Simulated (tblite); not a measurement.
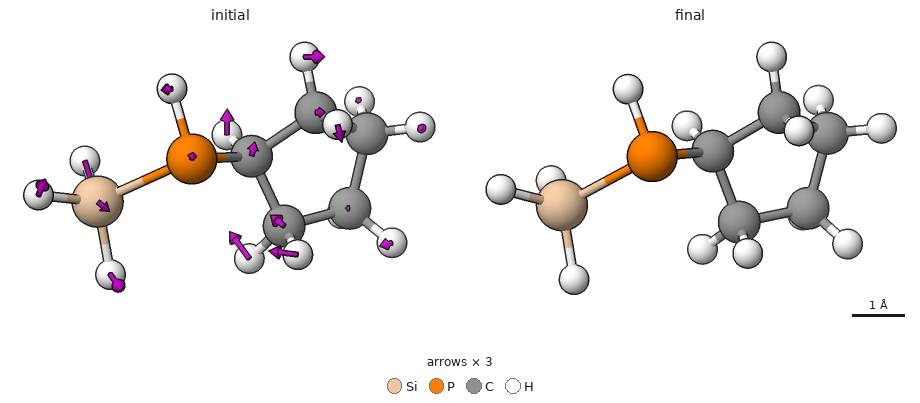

The structure of C₅H₁₃PSi before (left) and after (right) a relaxation, at one scale. The purple arrows give the displacements, 3 times their true length.

Style: ball-and-stick. Shown at a tilt.

The calculation used tblite, GFN2-xTB geometry optimisation, gas phase. 

What changed between the two?

Answer. The atom that moves furthest after the best rigid fit is an H atom (0.42 Å). By element the largest moves are H 0.42 Å, C 0.14 Å, Si 0.11 Å, P 0.06 Å. Among the contacts that change: C–P 1.837 → 1.867 Å, H–P 1.416 → 1.393 Å, H–Si 1.483 → 1.462 Å, C–C 1.524 → 1.540 Å. Bond angles that change, for instance: P–Si–H 107.7° → 113.6°, C–C–H 112.3° → 108.9°. Over 68 geometry steps the energy falls by 0.092 eV. Cost: 0.43 s on 1 thread of Arm Neoverse V2 (shared host).
